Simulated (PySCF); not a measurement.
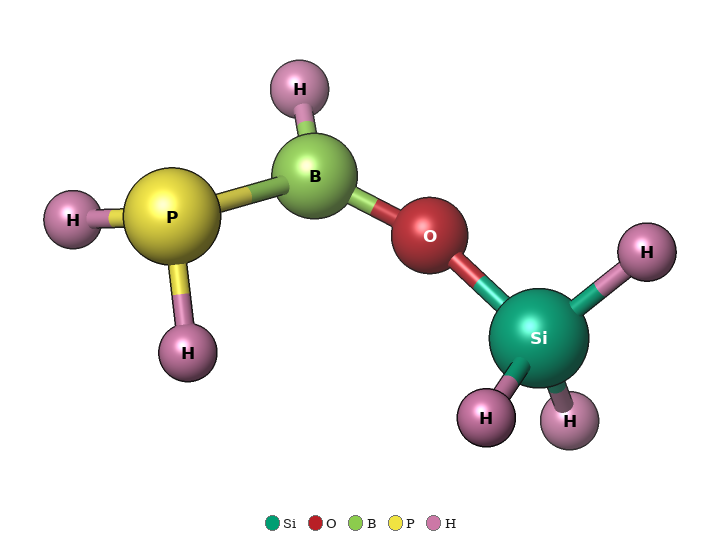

The picture shows a molecular structure as a ball-and-stick model.

The computed structure is the end point of a GFN2-xTB optimisation. No frequency run is at hand to confirm it as a minimum.

Give the formula.

Answer. BH6OPSi, 10 atoms: 1 boron, 6 hydrogen, 1 oxygen, 1 phosphorus and 1 silicon.

Count the bonded pairs by element.

Answer. 3 Si–H, 2 P–H, 1 O–Si, 1 B–O, 1 B–P, 1 B–H.

The parts below concern this one geometry. Atoms keep their numbers from picture to picture.

Symmetry

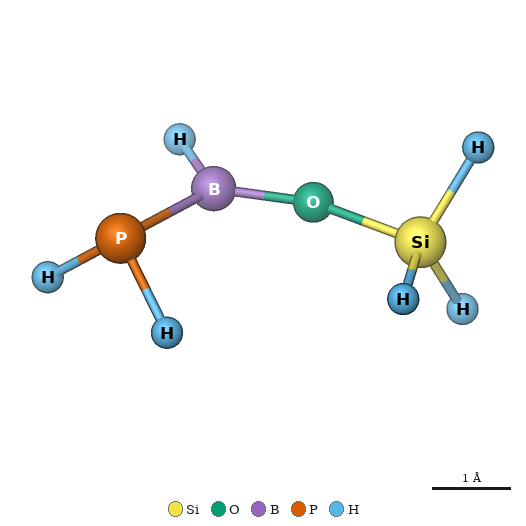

Atoms fade into the background with distance from the viewer. No frequency run is at hand to confirm it as a minimum. Masses are those of the most abundant isotopes; constants are for the rigid equilibrium geometry.

What kind of rotor is it, and what are its rotational constants in cm⁻¹?

Answer. An asymmetric top (C1): A = 0.443, B = 0.0619, C = 0.0560 cm⁻¹. Ray's parameter κ is −0.97, close to the prolate limit.

Electronic properties

No frequency run is at hand to confirm it as a minimum. Level of theory: PBE0/def2-SVPD, gas phase (PySCF 2.14.0). Excitations: vertical, linear response.

Estimate the lowest vertical singlet excitation.

Answer. 5.13 eV.

What is the dipole moment?

Answer. 1.57 D.

Estimate the mean static polarisability.

Answer. 71.0 bohr³.

Estimate the brightest of the 6 lowest singlets.

Answer. 6.60 eV.

Bond orders

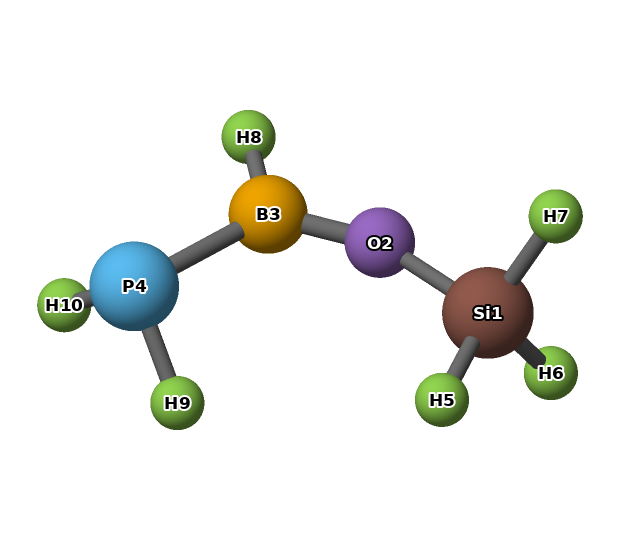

The thickness of each stick grows with its Mayer bond order. No frequency run is at hand to confirm it as a minimum. Computed with PBE0/pcSseg-1 (PySCF 2.14.0).

List the Mayer bond orders of Si1–O2, Si1–H5, Si1–H6, Si1–H7, O2–B3, B3–P4, B3–H8, P4–H9, P4–H10.

| bond | Mayer order | length (Å) |
| --- | --- | --- |
| Si1–O2 | 0.89 | 1.620 |
| Si1–H5 | 0.92 | 1.466 |
| Si1–H6 | 0.94 | 1.461 |
| Si1–H7 | 0.94 | 1.460 |
| O2–B3 | 1.22 | 1.308 |
| B3–P4 | 1.08 | 1.920 |
| B3–H8 | 0.94 | 1.180 |
| P4–H9 | 0.94 | 1.382 |
| P4–H10 | 0.94 | 1.381 |

NMR shielding

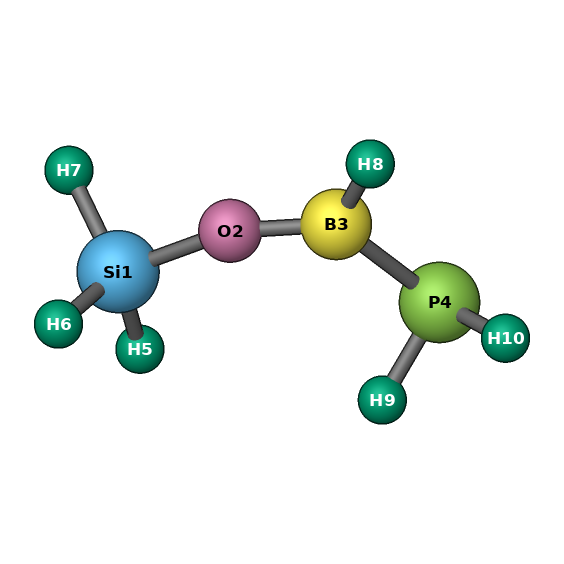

No frequency run is at hand to confirm it as a minimum. Properties computed with GIAO PBE0/pcSseg-1 NMR shielding, non-relativistic, gas phase (PySCF 2.14.0). Principal shieldings σ11 ≤ σ22 ≤ σ33, span Ω = σ33 − σ11, skew κ = 3(σiso − σ22)/Ω.

Give the shielding tensors of the B atoms.

```json
{"atom": "B3", "σ11": "−22.1", "σ22": "52.9", "σ33": "103.2", "σiso": "44.7", "Ω": "125.3", "κ": "−0.20"}
```

Shieldings and span in ppm.

Charges

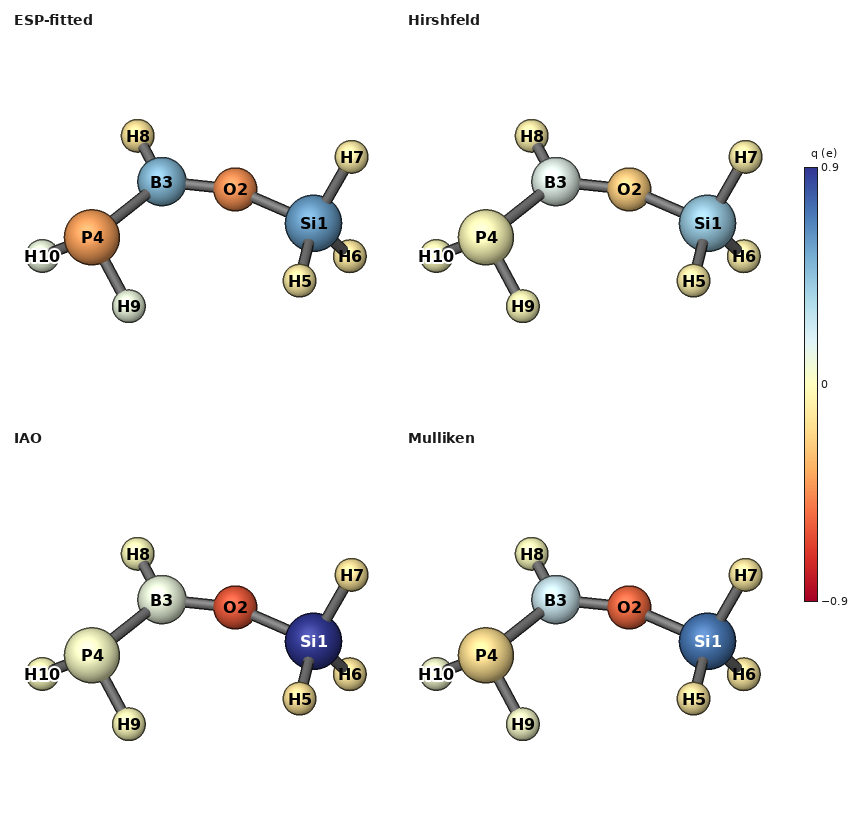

Atomic charges of one calculation by 4 schemes, on one colour scale. No frequency run is at hand to confirm it as a minimum. Method: PBE0/pcSseg-1 (PySCF 2.14.0).

Which scheme gives the most polar picture (largest mean size of the charges)?

Answer. The ESP-fitted charges are the largest in size here, and the Hirshfeld charges the smallest.

On which atom do the schemes disagree most?

Answer. On Si1 (from 0.42 to 0.89 e).

List the charges (e), one line for each set of equivalent atoms.

```
atom  ESP-fitted  Hirshfeld    IAO  Mulliken
 Si1        0.58       0.42   0.89      0.71
  O2       −0.43      −0.23  −0.60     −0.54
  B3        0.48       0.15   0.10      0.24
  P4       −0.39      −0.02   0.03     −0.17
  H5       −0.09      −0.07  −0.14     −0.11
  H6       −0.11      −0.07  −0.13     −0.11
  H7       −0.09      −0.07  −0.13     −0.11
  H8       −0.14      −0.07  −0.01      0.00
  H9        0.10      −0.01  −0.01      0.04
 H10        0.10      −0.01   0.00      0.05
```

Mulliken values depend strongly on the basis set and can even reverse the polarity of a bond. The geometry is semi-empirical. Around B, P, Si such bond lengths and angles can be off by a tenth of an ångström or more and by several degrees, and values that hang on the shape move with them.
